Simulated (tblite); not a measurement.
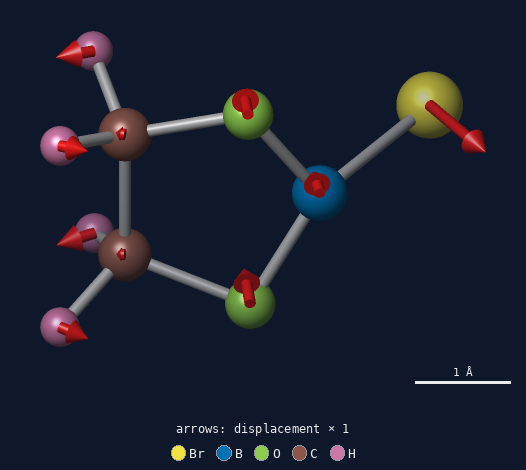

This is a relaxation of C₂H₄BBrO₂. The starting structure is drawn; red arrows show the displacements, at their true length. The two geometries are superimposed by the best rigid fit.

Style: ball-and-stick. Shown at a tilt.

These are results of tblite 0.8.0, GFN2-xTB geometry optimisation, gas phase, not measurements. 

**Which element moves most?**

Bromine: up to 1.07 Å, against 0.57 Å for oxygen.

**What did the optimiser do to the structure, and how much energy did it gain?**

The energy falls by 1.420 eV in 26 geometry steps. The Br atom moves most after the best rigid fit: 1.07 Å. Largest moves by element: Br 1.07 Å, O 0.57 Å, H 0.44 Å, B 0.41 Å, C 0.10 Å. Among the contacts that change: B–Br 2.007 → 1.854 Å, B–O 1.450 → 1.357 Å, C–O 1.392 → 1.417 Å, C–H 1.115 → 1.093 Å. Among the angles between lasting bonds that change: B–O–C 100.2° → 108.4°, B–O–C 100.7° → 108.4°, Br–B–O 117.7° → 123.2°.
